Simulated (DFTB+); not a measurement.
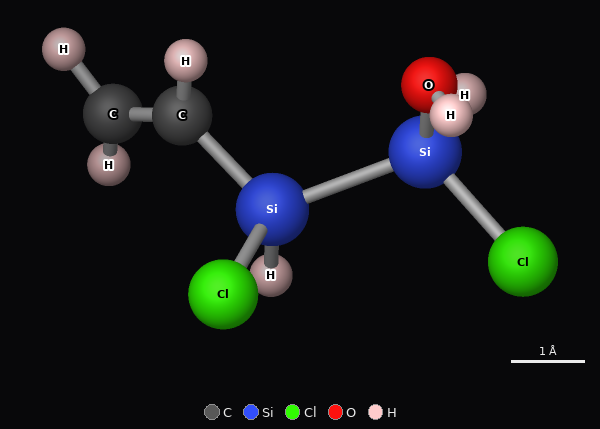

Fig. 1: The input geometry (ball-and-stick view, seen at a tilt).

Run report: C2H6Cl2OSi2, geometry relaxation (part 1 of 3)

The run: geometry relaxation of C2H6Cl2OSi2, SMILES C=C[SiH](Cl)[SiH](O)Cl. Method and program: GFN1-xTB, R-SCC, dispersion built in (DFTB+ 25.1).

The geometry: force field.

### What the program printed
```
|  DFTB+ development version (commit: a23bfb2)

Reading input file 'dftb_in.hsd'
Parser version: 14

--------------------------------------------------------------------------------

Processed input in HSD format written to 'dftb_pin.hsd'

Starting initialization...
--------------------------------------------------------------------------------
OpenMP threads:              1
Chosen random seed:          646229327
Current stacksize:           unlimited
Mode:                        Geometry optimisation relaxation
Self consistent charges:     Yes
SCC-tolerance:                 0.100000E-07
Max. scc iterations:                    100
Shell resolved Hubbard:      Yes
Spin polarisation:           No
Nr. of up electrons:            21.000000
Nr. of down electrons:          21.000000
Periodic boundaries:         No
Electronic solver:           Relatively robust
Mixer:                       Broyden mixer
Mixing parameter:                  0.200000
Nr. of chrg. vec. in memory:            100
Max. SCC-cycles:                        100
Max. nr. of geometry steps:             200
tblite library version:      0.3.0
-> parametrization:          GFN1-xTB
-> repulsion:                Yes
-> dispersion:               Yes
-> halogen bonding:          Yes
-> electrostatics:           Yes
   -> isotropic:             Yes
   -> anisotropic:           No
   -> third-order:           Yes
Electronic temperature:              0.950045E-03 H      0.258520E-01 eV
Initial charges:             Set automatically (system chrg:   0.000E+00)
Included shells:             C:  s, p
                            Si:  s, p, d
                            Cl:  s, p, d
                             O:  s, p
                             H:  s, s2
Extra options:
                             Mulliken analysis
                             Force calculation
Force type                   original

--------------------------------------------------------------------------------

***  Geometry step: 0

 iSCC Total electronic   Diff electronic      SCC error
    1   -0.24638121E+02    0.00000000E+00    0.12518171E+01
    2   -0.24695883E+02   -0.24638121E+02    0.86470579E+00
    3   -0.24659528E+02   -0.57761181E-01    0.44532840E+00
    4   -0.24723517E+02    0.36354979E-01    0.19471158E+00
    5   -0.24726667E+02   -0.63989016E-01    0.79508828E-01
    6   -0.24730370E+02   -0.31502605E-02    0.16311573E-01
    7   -0.24730350E+02   -0.37030792E-02    0.12712894E-01
    8   -0.24730393E+02    0.19877003E-04    0.50017111E-02
    9   -0.24730405E+02   -0.43410793E-04    0.12336162E-02
   10   -0.24730405E+02   -0.11171734E-04    0.29501253E-03
   11   -0.24730405E+02   -0.16681095E-06    0.18052872E-03
   12   -0.24730405E+02   -0.43071605E-07    0.14143861E-03
   13   -0.24730405E+02   -0.25006486E-09    0.33580517E-05
   14   -0.24730405E+02   -0.24953195E-08    0.20537587E-05
   15   -0.24730405E+02   -0.15504042E-10    0.10694134E-05
   16   -0.24730405E+02   -0.12505552E-11    0.53398197E-06
   17   -0.24730405E+02   -0.31263880E-12    0.26950068E-06
   18   -0.24730405E+02   -0.92370556E-13    0.60262111E-07
   19   -0.24730405E+02   -0.31974423E-13    0.23167769E-07
   20   -0.24730405E+02    0.00000000E+00    0.55319194E-08

Total Energy:                      -24.5444587721 H         -667.8887 eV
Extrapolated to 0K:                -24.5444587721 H         -667.8887 eV
Total Mermin free energy:          -24.5444587721 H         -667.8887 eV
Force related energy:              -24.5444587721 H         -667.8887 eV

total energy  -2.4544459E+01 H       energy change -2.4544459E+01 H
gradient norm  1.0209975E-01 H/a0    max. gradient  4.3863393E-02 H/a0
step length    0.0000000E+00 a0      max. step      0.0000000E+00 a0

--------------------------------------------------------------------------------

***  Geometry step: 1

 iSCC Total electronic   Diff electronic      SCC error
    1   -0.24736213E+02    0.00000000E+00    0.27885621E-01
    2   -0.24736349E+02   -0.58077516E-02    0.14897500E-01
    3   -0.24736393E+02   -0.13661552E-03    0.49933239E-02
    4   -0.24736395E+02   -0.44303420E-04    0.15501993E-02
    5   -0.24736396E+02   -0.19396445E-05    0.53470563E-03
    6   -0.24736396E+02   -0.48399055E-06    0.27978473E-03
    7   -0.24736396E+02   -0.33492366E-07    0.13514223E-03
    8   -0.24736396E+02   -0.65659478E-08    0.23272762E-04
    9   -0.24736396E+02   -0.12938379E-08    0.80470239E-05
   10   -0.24736396E+02   -0.71619155E-10    0.20049561E-05
   11   -0.24736396E+02   -0.10963674E-10    0.95085375E-06
   12   -0.24736396E+02   -0.58975047E-12    0.19647780E-06
   13   -0.24736396E+02   -0.11723955E-12    0.20004215E-07
   14   -0.24736396E+02   -0.10658141E-13    0.33816459E-08

Total Energy:                      -24.5511867283 H         -668.0718 eV
Extrapolated to 0K:                -24.5511867283 H         -668.0718 eV
Total Mermin free energy:          -24.5511867283 H         -668.0718 eV
Force related energy:              -24.5511867283 H         -668.0718 eV

total energy  -2.4551187E+01 H       energy change -6.7279561E-03 H
gradient norm  4.8833779E-02 H/a0    max. gradient  2.7898807E-02 H/a0
step length    1.0105706E-01 a0      max. step      4.3415437E-02 a0

--------------------------------------------------------------------------------

***  Geometry step: 2

 iSCC Total electronic   Diff electronic      SCC error
    1   -0.24742881E+02    0.00000000E+00    0.29542556E-01
    2   -0.24742983E+02   -0.64846691E-02    0.17474687E-01
    3   -0.24743020E+02   -0.10208110E-03    0.37535304E-02
    4   -0.24743022E+02   -0.37055201E-04    0.12419885E-02
    5   -0.24743022E+02   -0.17862556E-05    0.40682282E-03
    6   -0.24743022E+02   -0.23236122E-06    0.24813630E-03
    7   -0.24743022E+02   -0.33170867E-07    0.12252305E-03
    8   -0.24743022E+02   -0.33900136E-08    0.25308911E-04
    9   -0.24743022E+02   -0.97866959E-09    0.80518930E-05
   10   -0.24743022E+02   -0.52640559E-10    0.17399834E-05
   11   -0.24743022E+02   -0.82991392E-11    0.92612218E-06
   12   -0.24743022E+02   -0.56843419E-12    0.22747272E-06
   13   -0.24743022E+02   -0.11368684E-12    0.24962204E-07
   14   -0.24743022E+02   -0.10658141E-13    0.32274705E-08

Total Energy:                      -24.5540174330 H         -668.1488 eV
Extrapolated to 0K:                -24.5540174330 H         -668.1488 eV
Total Mermin free energy:          -24.5540174330 H         -668.1488 eV
Force related energy:              -24.5540174330 H         -668.1488 eV

total energy  -2.4554017E+01 H       energy change -2.8307047E-03 H
gradient norm  3.4529262E-02 H/a0    max. gradient  1.3335730E-02 H/a0
step length    9.0637526E-02 a0      max. step      5.2000680E-02 a0

--------------------------------------------------------------------------------

***  Geometry step: 3

 iSCC Total electronic   Diff electronic      SCC error
    1   -0.24748987E+02    0.00000000E+00    0.22212865E-01
    2   -0.24749026E+02   -0.59654471E-02    0.13437579E-01
    3   -0.24749043E+02   -0.38702580E-04    0.22772300E-02
    4   -0.24749044E+02   -0.17074618E-04    0.75644334E-03
    5   -0.24749044E+02   -0.74549996E-06    0.27332005E-03
    6   -0.24749044E+02   -0.10261902E-06    0.12801718E-03
    7   -0.24749044E+02   -0.11532315E-07    0.60235226E-04
    8   -0.24749044E+02   -0.93137231E-09    0.12045473E-04
    9   -0.24749044E+02   -0.46986059E-09    0.38395727E-05
   10   -0.24749044E+02   -0.17230661E-10    0.63341976E-06
   11   -0.24749044E+02   -0.28315128E-11    0.36633830E-06
   12   -0.24749044E+02   -0.67501560E-13    0.10012477E-06
   13   -0.24749044E+02   -0.35527137E-14    0.18973358E-07
   14   -0.24749044E+02   -0.71054274E-14    0.20636413E-08

Total Energy:                      -24.5555342660 H         -668.1901 eV
Extrapolated to 0K:                -24.5555342660 H         -668.1901 eV
Total Mermin free energy:          -24.5555342660 H         -668.1901 eV
Force related energy:              -24.5555342660 H         -668.1901 eV

total energy  -2.4555534E+01 H       energy change -1.5168330E-03 H
gradient norm  2.9947444E-02 H/a0    max. gradient  1.0226920E-02 H/a0
step length    7.6368323E-02 a0      max. step      4.3292407E-02 a0

--------------------------------------------------------------------------------

***  Geometry step: 4

 iSCC Total electronic   Diff electronic      SCC error
    1   -0.24752217E+02    0.00000000E+00    0.14272958E-01
    2   -0.24752233E+02   -0.31734913E-02    0.87737298E-02
    3   -0.24752241E+02   -0.15483688E-04    0.13994095E-02
    4   -0.24752241E+02   -0.81866327E-05    0.50154183E-03
    5   -0.24752241E+02   -0.17515957E-06    0.17775627E-03
    6   -0.24752241E+02   -0.67691026E-07    0.78160180E-04
    7   -0.24752241E+02   -0.47556519E-08    0.23182223E-04
    8   -0.24752241E+02   -0.60881788E-09    0.53342345E-05
    9   -0.24752241E+02   -0.14906476E-09    0.12100660E-05
   10   -0.24752241E+02   -0.47712945E-11    0.51386513E-06
   11   -0.24752241E+02   -0.29487524E-12    0.11594425E-06
   12   -0.24752241E+02   -0.71054274E-14    0.32963562E-07
   13   -0.24752241E+02   -0.71054274E-14    0.94789563E-08

Total Energy:                      -24.5568993636 H         -668.2272 eV
Extrapolated to 0K:                -24.5568993636 H         -668.2272 eV
Total Mermin free energy:          -24.5568993636 H         -668.2272 eV
Force related energy:              -24.5568993636 H         -668.2272 eV

total energy  -2.4556899E+01 H       energy change -1.3650976E-03 H
gradient norm  2.6713732E-02 H/a0    max. gradient  1.0586337E-02 H/a0
step length    9.1210422E-02 a0      max. step      4.0724609E-02 a0

--------------------------------------------------------------------------------

***  Geometry step: 5

 iSCC Total electronic   Diff electronic      SCC error
    1   -0.24752679E+02    0.00000000E+00    0.45295612E-02
    2   -0.24752683E+02   -0.43796225E-03    0.28904730E-02
    3   -0.24752684E+02   -0.37381057E-05    0.11352811E-02
    4   -0.24752684E+02   -0.13636202E-05    0.53837072E-03
    5   -0.24752685E+02   -0.91044754E-07    0.97554503E-04
    6   -0.24752685E+02   -0.40762515E-07    0.49364876E-04
    7   -0.24752685E+02   -0.17375363E-08    0.19170479E-04
    8   -0.24752685E+02   -0.23709745E-09    0.10958245E-04
    9   -0.24752685E+02   -0.48103743E-10    0.28038116E-05
   10   -0.24752685E+02   -0.20996538E-11    0.34446317E-06
   11   -0.24752685E+02   -0.78870244E-12    0.65652831E-07
   12   -0.24752685E+02   -0.21316282E-13    0.21566941E-07
   13   -0.24752685E+02   -0.35527137E-14    0.75982063E-08

Total Energy:                      -24.5581229660 H         -668.2605 eV
Extrapolated to 0K:                -24.5581229660 H         -668.2605 eV
Total Mermin free energy:          -24.5581229660 H         -668.2605 eV
Force related energy:              -24.5581229660 H         -668.2605 eV

total energy  -2.4558123E+01 H       energy change -1.2236024E-03 H
gradient norm  2.5485509E-02 H/a0    max. gradient  1.0059808E-02 H/a0
step length    1.0332125E-01 a0      max. step      4.0435264E-02 a0

--------------------------------------------------------------------------------

***  Geometry step: 6

 iSCC Total electronic   Diff electronic      SCC error
    1   -0.24750583E+02    0.00000000E+00    0.84185136E-02
    2   -0.24750592E+02    0.21018826E-02    0.51961443E-02
    3   -0.24750595E+02   -0.97521592E-05    0.22180873E-02
    4   -0.24750595E+02   -0.21537729E-05    0.54325619E-03
    5   -0.24750595E+02   -0.27530149E-06    0.23417186E-03
    6   -0.24750595E+02   -0.24599171E-07    0.78759979E-04
    7   -0.24750595E+02   -0.43912216E-08    0.31944150E-04
    8   -0.24750595E+02   -0.29580960E-09    0.96150036E-05
    9   -0.24750595E+02   -0.87329255E-10    0.19135616E-05
   10   -0.24750595E+02   -0.85620400E-11    0.52117246E-06
   11   -0.24750595E+02   -0.13926638E-11    0.18316020E-06
   12   -0.24750595E+02   -0.28421709E-13    0.40150121E-07
   13   -0.24750595E+02   -0.10658141E-13    0.69425399E-08

Total Energy:                      -24.5592165986 H         -668.2903 eV
Extrapolated to 0K:                -24.5592165986 H         -668.2903 eV
Total Mermin free energy:          -24.5592165986 H         -668.2903 eV
Force related energy:              -24.5592165986 H         -668.2903 eV

total energy  -2.4559217E+01 H       energy change -1.0936326E-03 H
gradient norm  2.3642248E-02 H/a0    max. gradient  9.3066570E-03 H/a0
step length    1.1734156E-01 a0      max. step      5.0101406E-02 a0

--------------------------------------------------------------------------------

***  Geometry step: 7

 iSCC Total electronic   Diff electronic      SCC error
    1   -0.24748286E+02    0.00000000E+00    0.11900905E-01
    2   -0.24748298E+02    0.23084479E-02    0.69006493E-02
    3   -0.24748302E+02   -0.11795491E-04    0.26281557E-02
    4   -0.24748302E+02   -0.38167309E-05    0.73194560E-03
    5   -0.24748302E+02   -0.33948273E-06    0.27620873E-03
    6   -0.24748302E+02   -0.42406590E-07    0.11627783E-03
    7   -0.24748302E+02   -0.59865428E-08    0.38603536E-04
    8   -0.24748302E+02   -0.41871573E-09    0.11931429E-04
    9   -0.24748302E+02   -0.18818369E-09    0.12587193E-05
   10   -0.24748302E+02   -0.99262820E-11    0.56533929E-06
   11   -0.24748302E+02   -0.27355895E-12    0.13257242E-06
   12   -0.24748302E+02   -0.28421709E-13    0.22561954E-07
   13   -0.24748302E+02    0.00000000E+00    0.11229843E-07
   14   -0.24748302E+02    0.00000000E+00    0.16936406E-08

Total Energy:                      -24.5600744015 H         -668.3136 eV
Extrapolated to 0K:                -24.5600744015 H         -668.3136 eV
Total Mermin free energy:          -24.5600744015 H         -668.3136 eV
Force related energy:              -24.5600744015 H         -668.3136 eV

total energy  -2.4560074E+01 H       energy change -8.5780284E-04 H
gradient norm  2.2647201E-02 H/a0    max. gradient  8.1989861E-03 H/a0
step length    1.0219235E-01 a0      max. step      4.9496063E-02 a0

--------------------------------------------------------------------------------

***  Geometry step: 8
```
